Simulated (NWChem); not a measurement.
# doublet [C3H8S2]+ at 3 levels

Aim: a comparison of 3 runs (UB3LYP/cc-pVDZ, UBHLYP/cc-pVDZ, UPBE0/cc-pVDZ) of doublet [C3H8S2]+. 

The results are computed with NWChem 7.3.0.

## (1) The structure to begin with

[C3H8S2]+: 13 atoms, total charge +1, spin state doublet. As SMILES of the parent species, `CCSSC`. Geometry: relaxed at PBE0-D4/def2-TZVP. This is one conformer, not always the lowest. That shape belongs to the parent species and isn't relaxed for this state.

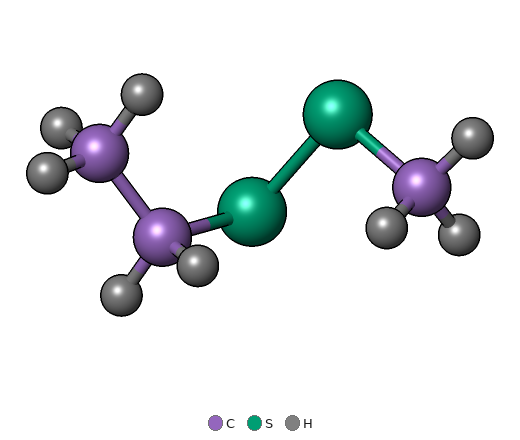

Viewed from a chosen angle; carbon purple, sulfur teal, hydrogen grey.

## (2) A single-point energy at UB3LYP/cc-pVDZ (run 1)

Input file c3h8s2.nw:

```
START c3h8s2
TITLE "C3H8S2 energy"
memory 2200 mb
charge 1

GEOMETRY noautosym nocenter noautoz
C     -0.754600    -1.111400     1.596000
C      0.476600    -1.029400     0.722400
S      0.129800    -1.112800    -1.058200
S     -0.933400     0.575000    -1.424800
C      0.348000     1.811000    -1.723300
H     -1.434300    -0.285200     1.378000
H     -1.291200    -2.047100     1.428500
H     -0.479000    -1.054000     2.652700
H      1.143700    -1.881700     0.888600
H      1.055200    -0.124700     0.922000
H     -0.173100     2.734700    -1.985900
H      0.986200     1.506900    -2.551900
H      0.946500     1.983900    -0.829200
END

BASIS spherical bse
* library cc-pVDZ
END

DFT
xc b3lyp
mult 2
grid fine
convergence energy 1e-08
iterations 100
mulliken
print medium
END

TASK dft energy
```

Launch:

```
$ nwchem c3h8s2.nw > c3h8s2.out
```

Standard output:

```text
[...]
          Wavefunction type:  spin polarized.
          No. of atoms     :    13
          No. of electrons :    57
[...]
          Charge           :     1
          Spin multiplicity:     2
[...]
          AO basis - number of functions:   118
[...]
              XC Information
              --------------
                         B3LYP Method XC Potential
                     Hartree-Fock (Exact) Exchange  0.200
                        Slater Exchange Functional  0.800 local
                    Becke 1988 Exchange Functional  0.720 non-local
              Lee-Yang-Parr Correlation Functional  0.810
                  VWN I RPA Correlation Functional  0.190 local
[...]
 d= 0,ls=0.0,diis     1   -915.1708734952 -1.21D+03  3.76D-03  2.05D-01     8.8
[...]
 d= 0,ls=0.0,diis    15   -915.2435739353 -6.93D-09  7.16D-07  1.09D-09   116.4
[...]
         Total DFT energy =     -915.243573935295
      One electron energy =    -1842.055269875482
           Coulomb energy =      697.573446869721
    Exchange-Corr. energy =      -70.412210570271
 Nuclear repulsion energy =      299.650459640736
[...]
      Total Density - Mulliken Population Analysis
     ---------------------------------------------
    Atom       Charge   Shell Charges
 -----------   ------   -------------------------------------------------------
    1 C    6     6.01   2.01  0.66  0.36  2.13  0.79  0.05
    2 C    6     6.17   2.01  0.68  0.47  2.08  0.85  0.07
    3 S   16    15.74   2.00  2.03  1.00  0.84  6.01  2.30  1.43  0.12
    4 S   16    15.76   2.00  2.03  1.00  0.85  6.01  2.30  1.44  0.12
    5 C    6     6.14   2.01  0.68  0.45  2.10  0.86  0.04
    6 H    1     0.95   0.74  0.17  0.03
    7 H    1     0.92   0.74  0.16  0.03
    8 H    1     0.91   0.73  0.15  0.03
    9 H    1     0.88   0.73  0.12  0.03
   10 H    1     0.90   0.74  0.14  0.03
[...]
      <S2> =      0.7537 (Exact =     0.7500)
[...]
```

Wall time 2 min (1 thread of AMD EPYC 9R45 (Zen 5), shared host); peak memory 0.13 GiB.

## (3) The energy at UBHLYP/cc-pVDZ (run 2)

Input file work.xyz:

```xyz
13

C     -0.754600    -1.111400     1.596000
C      0.476600    -1.029400     0.722400
S      0.129800    -1.112800    -1.058200
S     -0.933400     0.575000    -1.424800
C      0.348000     1.811000    -1.723300
H     -1.434300    -0.285200     1.378000
H     -1.291200    -2.047100     1.428500
H     -0.479000    -1.054000     2.652700
H      1.143700    -1.881700     0.888600
H      1.055200    -0.124700     0.922000
H     -0.173100     2.734700    -1.985900
H      0.986200     1.506900    -2.551900
H      0.946500     1.983900    -0.829200
```

Input file work.nw:

```
start work
memory stack 880 mb heap 220 mb global 1100 mb
charge 1

geometry units angstroms noautosym nocenter noautoz
   load format xyz work.xyz
end

basis spherical bse
   * library cc-pVDZ
end

dft
   xc bhlyp
   mult 2
   grid fine
   convergence energy 1e-08
   iterations 100
   mulliken
   noprint "final vectors analysis"
end

task dft energy
```

Launch:

```
$ nwchem work.nw > work.out
```

Standard output:

```text
[...]
          Wavefunction type:  spin polarized.
          No. of atoms     :    13
          No. of electrons :    57
[...]
          Charge           :     1
          Spin multiplicity:     2
[...]
          AO basis - number of functions:   118
[...]
              XC Information
              --------------
                        BHLYP Method XC Functional
                     Hartree-Fock (Exact) Exchange  0.500
                        Slater Exchange Functional  0.500 local
                    Becke 1988 Exchange Functional  0.500 non-local
              Lee-Yang-Parr Correlation Functional  1.000
[...]
 d= 0,ls=0.0,diis     1   -915.0478752166 -1.21D+03  3.00D-03  1.60D-01     8.7
[...]
 d= 0,ls=0.0,diis    20   -915.1193582202 -6.95D-09  7.60D-07  3.33D-11   141.4
[...]
         Total DFT energy =     -915.119358220228
      One electron energy =    -1841.879625491367
           Coulomb energy =      697.424066806251
    Exchange-Corr. energy =      -70.314259175849
 Nuclear repulsion energy =      299.650459640736
[...]
      Total Density - Mulliken Population Analysis
     ---------------------------------------------
    Atom       Charge   Shell Charges
 -----------   ------   -------------------------------------------------------
    1 C    6     6.03   2.01  0.66  0.38  2.10  0.83  0.05
    2 C    6     6.18   2.01  0.68  0.49  2.05  0.89  0.07
    3 S   16    15.84   2.00  2.02  0.98  0.86  6.00  2.32  1.54  0.12
    4 S   16    15.65   2.00  2.02  1.01  0.85  6.00  2.26  1.38  0.14
    5 C    6     6.17   2.01  0.67  0.47  2.07  0.91  0.04
    6 H    1     0.95   0.75  0.17  0.03
    7 H    1     0.92   0.74  0.15  0.03
    8 H    1     0.90   0.73  0.14  0.03
    9 H    1     0.87   0.73  0.11  0.03
   10 H    1     0.90   0.74  0.13  0.03
[...]
      <S2> =      0.7590 (Exact =     0.7500)
[...]
```

It took 2.4 min on 1 thread of AMD EPYC 9R45 (Zen 5), shared host; peak memory 0.12 GiB.

## (4) A single-point energy at UPBE0/cc-pVDZ (run 3)

Input file c3h8s2.nw:

```
start c3h8s2
title "C3H8S2"
memory 2200 mb
charge 1
geometry noautosym nocenter noautoz
  C     -0.754600    -1.111400     1.596000
  C      0.476600    -1.029400     0.722400
  S      0.129800    -1.112800    -1.058200
  S     -0.933400     0.575000    -1.424800
  C      0.348000     1.811000    -1.723300
  H     -1.434300    -0.285200     1.378000
  H     -1.291200    -2.047100     1.428500
  H     -0.479000    -1.054000     2.652700
  H      1.143700    -1.881700     0.888600
  H      1.055200    -0.124700     0.922000
  H     -0.173100     2.734700    -1.985900
  H      0.986200     1.506900    -2.551900
  H      0.946500     1.983900    -0.829200
end
basis spherical bse
  * library cc-pVDZ
end
dft
  xc pbe0
  mult 2
  grid fine
  convergence energy 1e-08
  iterations 100
  mulliken
  noprint "final vectors analysis"
end
task dft energy
```

Launch:

```
$ nwchem c3h8s2.nw > c3h8s2.out
```

Standard output:

```text
[...]
          Wavefunction type:  spin polarized.
          No. of atoms     :    13
          No. of electrons :    57
[...]
          Charge           :     1
          Spin multiplicity:     2
[...]
          AO basis - number of functions:   118
[...]
              XC Information
              --------------
                         PBE0 Method XC Functional
                     Hartree-Fock (Exact) Exchange  0.250
          PerdewBurkeErnzerhof Exchange Functional  0.750
            Perdew 1991 LDA Correlation Functional  1.000 local
           PerdewBurkeErnz. Correlation Functional  1.000 non-local
[...]
 d= 0,ls=0.0,diis     1   -914.7193965211 -1.21D+03  3.56D-03  1.84D-01     9.1
[...]
 d= 0,ls=0.0,diis    17   -914.7863150079 -8.63D-10  1.69D-07  1.07D-10   133.1
[...]
         Total DFT energy =     -914.786315007923
      One electron energy =    -1841.990529357657
           Coulomb energy =      697.496967029367
    Exchange-Corr. energy =      -69.943212320369
 Nuclear repulsion energy =      299.650459640736
[...]
      Total Density - Mulliken Population Analysis
     ---------------------------------------------
    Atom       Charge   Shell Charges
 -----------   ------   -------------------------------------------------------
    1 C    6     6.08   2.01  0.65  0.41  2.11  0.84  0.04
    2 C    6     6.23   2.01  0.67  0.52  2.06  0.91  0.07
    3 S   16    15.74   2.00  2.03  0.99  0.87  6.01  2.29  1.44  0.12
    4 S   16    15.76   2.00  2.03  0.98  0.87  6.01  2.29  1.45  0.13
    5 C    6     6.20   2.01  0.67  0.49  2.08  0.92  0.04
    6 H    1     0.92   0.74  0.16  0.03
    7 H    1     0.90   0.73  0.14  0.03
    8 H    1     0.88   0.72  0.13  0.03
    9 H    1     0.85   0.72  0.10  0.03
   10 H    1     0.88   0.73  0.12  0.03
[...]
      <S2> =      0.7549 (Exact =     0.7500)
[...]
```

Run time: 2.2 min. Hardware: 1 thread of AMD EPYC 9R45 (Zen 5), shared host; peak memory 0.13 GiB.

## (5) The series

| run | level | energy (Eh) | ⟨S²⟩ | wall time |
| --- | --- | --- | --- | --- |
| 1 | UB3LYP/cc-pVDZ | -915.243574 | 0.754 | 2 min |
| 2 | UBHLYP/cc-pVDZ | -915.119358 | 0.759 | 2.4 min |
| 3 | UPBE0/cc-pVDZ | -914.786315 | 0.755 | 2.2 min |

## (6) Summary of results

| quantity | value |
| --- | --- |
| run 3: total energy | -914.78632 Eh |
| run 3: ⟨S²⟩ | 0.755 |

What this shows: Totals of different functionals can't be ranked against each other. All runs together took 6.5 min, the longest 2.4 min.
